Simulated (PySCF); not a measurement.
Molecule: SMILES C[O][Al]([CH3])[CH3]. Atoms near the plane z = 0.6 Å, at the GFN2-xTB optimised geometry (x, y, z in Å): C1 (2.3, 0.0, 0.0), O2 (0.9, 0.0, 0.0), Al3 (-0.7, 0.0, 0.0), C4 (-1.6, 1.8, 0.0), C5 (-1.6, -1.8, 0.0), H6 (2.7, 1.0, 0.2), H7 (2.7, -0.6, 0.8), H9 (-1.3, 2.4, 0.9), H10 (-2.7, 1.7, 0.0), H12 (-2.7, -1.7, 0.0), H13 (-1.3, -2.4, 0.9).

Calculation: B3LYP/def2-TZVP (PySCF). The values are rescaled to run from 0 to 1.

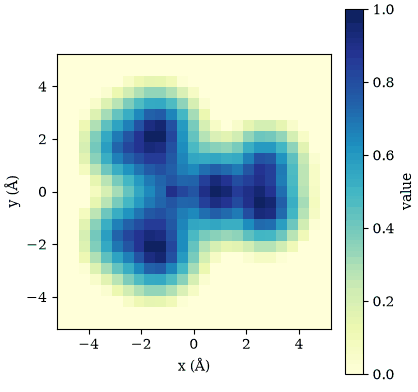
Figure. a field on the plane z = 0.6 Å.

Q: Which quantity is mapped?
A) an orbital amplitude
B) deformation density (molecule minus spherical neutral atoms)
C) log10 of the electron density
D) electron localisation function

A: C, log10 of the electron density. In full: log10 of the electron density (e/bohr³), floored at −4.
